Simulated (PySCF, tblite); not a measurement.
# C₅H₄NP₃: dynamics, then NMR shifts on frames, part 2 of 2

tblite 0.8.0 and PySCF 2.14.0. Atoms count from 0. Earlier steps stand in the parts before.

## Step 6: Shielding tensors: 800 fs, PBE0/pcSseg-1

What the job is given:

```
{"job": {"kind": "nmr", "xc": "PBE0", "basis": "pcSseg-1", "pop": false}, "charge": 0, "multiplicity": 1}
C     -2.992300    -0.356900     1.685200
C     -1.684100    -0.332200     0.980100
P     -1.081500     1.349400     0.829800
C      0.128900     1.289400    -0.383000
P      1.204200    -0.055200    -0.809700
C      0.226800    -1.529000    -0.480000
C      0.933300    -2.789900    -0.519000
N      1.500700    -3.755200    -0.220800
P     -1.375300    -1.827900     0.089400
H     -3.620700    -1.019400     1.080800
H     -2.956900    -0.761400     2.693200
H     -3.486600     0.568900     1.820300
H      0.402900     2.366700    -0.517200
```

With the program's defaults for keys left out, this is: GIAO PBE0/pcSseg-1 NMR shielding, non-relativistic, gas phase.

What it wrote:

```text
coarse grid: 13848 points
cycle   1  E = -1270.7846746907  dE =  1.310e+00  |g| = 5.098e-01  |ddm| = 4.026e+00
cycle   2  E = -1270.5716751196  dE =  2.130e-01  |g| = 1.066e+00  |ddm| = 1.341e+00
cycle   3  E = -1270.8440785581  dE = -2.724e-01  |g| = 1.632e-01  |ddm| = 9.862e-01
cycle   4  E = -1270.8494508642  dE = -5.372e-03  |g| = 6.880e-02  |ddm| = 1.969e-01
cycle   5  E = -1270.8506470663  dE = -1.196e-03  |g| = 2.423e-02  |ddm| = 8.804e-02
cycle   6  E = -1270.8507979588  dE = -1.509e-04  |g| = 5.817e-03  |ddm| = 2.794e-02
cycle   7  E = -1270.8508055011  dE = -7.542e-06  |g| = 3.662e-03  |ddm| = 1.079e-02
cycle   8  E = -1270.8508096766  dE = -4.176e-06  |g| = 4.708e-04  |ddm| = 4.374e-03
final grid: 124304 points
cycle   9  E = -1270.9065588591  dE = -1.192e-05  |g| = 1.014e-02  |ddm| = 2.643e-02
cycle  10  E = -1270.9064986481  dE =  6.021e-05  |g| = 1.796e-02  |ddm| = 2.661e-02
cycle  11  E = -1270.9065865340  dE = -8.789e-05  |g| = 2.318e-03  |ddm| = 1.843e-02
cycle  12  E = -1270.9065880380  dE = -1.504e-06  |g| = 6.025e-04  |ddm| = 3.026e-03
cycle  13  E = -1270.9065881386  dE = -1.006e-07  |g| = 2.185e-04  |ddm| = 8.126e-04
cycle  14  E = -1270.9065881499  dE = -1.131e-08  |g| = 8.526e-05  |ddm| = 2.478e-04
cycle  15  E = -1270.9065881513  dE = -1.376e-09  |g| = 3.491e-05  |ddm| = 7.983e-05
cycle  16  E = -1270.9065881516  dE = -2.776e-10  |g| = 9.168e-06  |ddm| = 4.148e-05
converged SCF energy = -1270.9065881516

GIAO shielding tensors (ppm)
atom      isotropic    diamagn.    paramagn.     s11        s22        s33       span
  0 C      158.639     242.787     -84.148    138.148    155.661    182.108     43.960
  1 C      -39.798     264.505    -304.303   -246.230    -55.120    181.957    428.187
  2 P       36.455     968.747    -932.292   -240.503   -151.349    501.216    741.719
  3 C      -12.528     266.190    -278.718   -235.303     18.396    179.323    414.627
  4 P        9.608     965.544    -955.936   -436.832    -81.730    547.385    984.217
  5 C        8.653     265.289    -256.636   -196.081     53.805    168.235    364.317
  6 C       60.500     260.149    -199.648    -58.202    -55.171    294.874    353.076
  7 N     -106.831     338.754    -445.586   -247.564   -199.741    126.811    374.374
  8 P       48.823     967.953    -919.131   -281.409   -107.612    535.490    816.899
  9 H       27.902      27.031       0.871     22.156     28.683     32.868     10.712
 10 H       28.483      26.632       1.851     23.784     26.913     34.751     10.967
 11 H       28.494      28.805      -0.311     23.017     28.917     33.547     10.530
 12 H       19.836      30.308     -10.472     14.210     19.538     25.759     11.549
```

It took 46 s on 1 thread of Intel Xeon at 2.70GHz, shared host; peak memory 1 GiB.

This run: δ C1 226.7, C3 199.5, C5 178.3, C6 126.4, H12 11.88, H9 3.81 ppm.

## Step 7: Nuclear shieldings: 1000 fs, PBE0/pcSseg-1

What the job is given:

```
{"job": {"kind": "nmr", "xc": "PBE0", "basis": "pcSseg-1", "pop": false}, "charge": 0, "multiplicity": 1}
C     -3.253600    -0.191000     1.643700
C     -1.811300    -0.199300     1.187100
P     -0.966200     1.285700     1.028100
C      0.327900     0.867900    -0.137500
P      0.841200    -0.543300    -0.849600
C      0.192100    -1.989300     0.138900
C      0.754600    -3.257800    -0.070800
N      1.316300    -4.218300    -0.380700
P     -1.408400    -1.829300     0.854200
H     -3.970500    -0.235400     0.830900
H     -3.475800    -1.180800     2.001700
H     -3.480000     0.689500     2.333700
H      0.611400     1.793500    -0.510500
```

Method: GIAO PBE0/pcSseg-1 NMR shielding, non-relativistic, gas phase.

What it wrote:

```text
coarse grid: 13848 points
cycle   1  E = -1270.7779871996  dE =  1.422e+00  |g| = 5.131e-01  |ddm| = 4.110e+00
cycle   2  E = -1270.5665873477  dE =  2.114e-01  |g| = 1.059e+00  |ddm| = 1.415e+00
cycle   3  E = -1270.8383571970  dE = -2.718e-01  |g| = 1.664e-01  |ddm| = 1.033e+00
cycle   4  E = -1270.8436385388  dE = -5.281e-03  |g| = 7.378e-02  |ddm| = 2.074e-01
cycle   5  E = -1270.8450477557  dE = -1.409e-03  |g| = 2.433e-02  |ddm| = 1.002e-01
cycle   6  E = -1270.8451982966  dE = -1.505e-04  |g| = 8.495e-03  |ddm| = 3.328e-02
cycle   7  E = -1270.8452192873  dE = -2.099e-05  |g| = 3.165e-03  |ddm| = 1.312e-02
cycle   8  E = -1270.8452220626  dE = -2.775e-06  |g| = 4.027e-04  |ddm| = 3.531e-03
final grid: 124304 points
cycle   9  E = -1270.9007190911  dE = -1.574e-05  |g| = 9.744e-03  |ddm| = 2.723e-02
cycle  10  E = -1270.9006738204  dE =  4.527e-05  |g| = 1.619e-02  |ddm| = 2.542e-02
cycle  11  E = -1270.9007457744  dE = -7.195e-05  |g| = 1.272e-03  |ddm| = 1.659e-02
cycle  12  E = -1270.9007461501  dE = -3.757e-07  |g| = 4.107e-04  |ddm| = 1.667e-03
cycle  13  E = -1270.9007461868  dE = -3.677e-08  |g| = 2.533e-04  |ddm| = 7.468e-04
cycle  14  E = -1270.9007462059  dE = -1.905e-08  |g| = 6.471e-05  |ddm| = 3.029e-04
cycle  15  E = -1270.9007462066  dE = -7.017e-10  |g| = 3.655e-05  |ddm| = 7.932e-05
cycle  16  E = -1270.9007462069  dE = -3.106e-10  |g| = 6.364e-06  |ddm| = 3.581e-05
converged SCF energy = -1270.9007462069

GIAO shielding tensors (ppm)
atom      isotropic    diamagn.    paramagn.     s11        s22        s33       span
  0 C      153.649     243.013     -89.364    133.529    141.149    186.269     52.740
  1 C      -12.028     268.150    -280.178   -209.861     -8.308    182.084    391.945
  2 P       61.884     968.045    -906.161   -353.986    -46.138    585.775    939.761
  3 C        4.674     266.841    -262.167   -201.986     37.078    178.930    380.916
  4 P      -53.747     967.538   -1021.285   -539.077   -105.691    483.526   1022.604
  5 C      -14.331     269.803    -284.135   -278.086     53.128    181.965    460.050
  6 C       61.891     258.057    -196.166    -55.284    -52.425    293.382    348.666
  7 N     -125.769     339.443    -465.212   -232.280   -210.864     65.837    298.117
  8 P      -23.295     967.283    -990.577   -493.363    -41.991    465.470    958.833
  9 H       28.852      27.294       1.558     25.374     25.806     35.376     10.002
 10 H       27.568      28.033      -0.465     22.185     28.547     31.972      9.787
 11 H       26.803      24.863       1.940     22.195     25.855     32.359     10.163
 12 H       20.508      33.981     -13.473     13.300     20.320     27.903     14.603
```

It took 44 s on 1 thread of Intel Xeon at 2.70GHz, shared host; peak memory 0.86 GiB.

Key values: δ C5 201.3, C1 199.0, C3 182.3, C6 125.0, H12 11.21, H11 4.91 ppm.

## Step 8: Run by run: NMR shifts

Shifts (ppm) of some atoms, chosen among heavy atoms and hydrogens apart, with basis size and wall time:

```
  frame     C5   H11    H9     P8     P4     P2     N7  functions  time
 250 fs  174.2  4.12  3.66  300.3  249.0  247.5  359.6        194  52 s
 425 fs  161.4  2.79  1.96  297.0  260.9  310.1  344.0        194  42 s
 625 fs  190.4  5.74  4.72  290.0  316.3  255.3  348.8        194  44 s
 800 fs  178.3  3.22  3.81  269.6  308.8  281.9  374.6        194  46 s
1000 fs  201.3  4.91  2.86  341.7  372.1  256.5  393.5        194  44 s
```

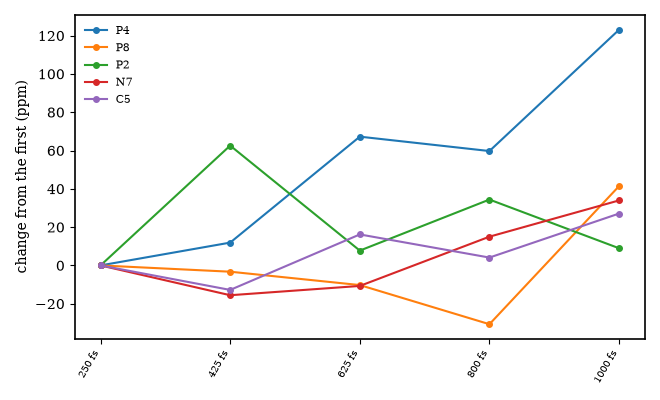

How five of the tabulated atoms move from run to run.

## Step 9: Outcome

What follows sums up all 2 parts.

| quantity | value |
| --- | --- |
| thermostat | 600 K |
| mean temperature, second half | 619 K |
| mean potential energy above the minimum | 0.93 eV |
| ¹³C shifts against TMS (PBE0/pcSseg-1, 250 fs) | 210.1, 193.4, 174.2, 130.8, 18.8 ppm |
| ¹H shifts against TMS (PBE0/pcSseg-1, 250 fs) | 10.90, 4.12, 3.66, 2.32 ppm |
| ³¹P shifts against H3PO4 (PBE0/pcSseg-1, 250 fs) | 300.3, 249.0, 247.5 ppm |
| ¹⁵N shifts against NH3 (PBE0/pcSseg-1, 250 fs) | 359.6 ppm |
| surface potential, 1st and 99th percentile | -1.74 V and 1.34 V |
| range of the shift of P4 | 249.0 to 372.1 ppm |

**Reading.** In the second half the potential energy averages 0.93 eV above the minimum; equipartition over 33 harmonic modes at 600 K would give 0.85 eV. With 13 atoms the temperature swings widely (380 to 808 K). Shifts at one fixed geometry are not the observed spectrum, which averages over the motion. By nearest atom (PBE0/pcSseg-1), the HOMO sits on C1 23 %; P2, P4 about 19 % each and the LUMO on P8 29 %; P2 23 %. In ppm, P4 moves most: its shift spreads over 123.1 ppm, from 249.0 (250 fs) to 372.1 (1000 fs).
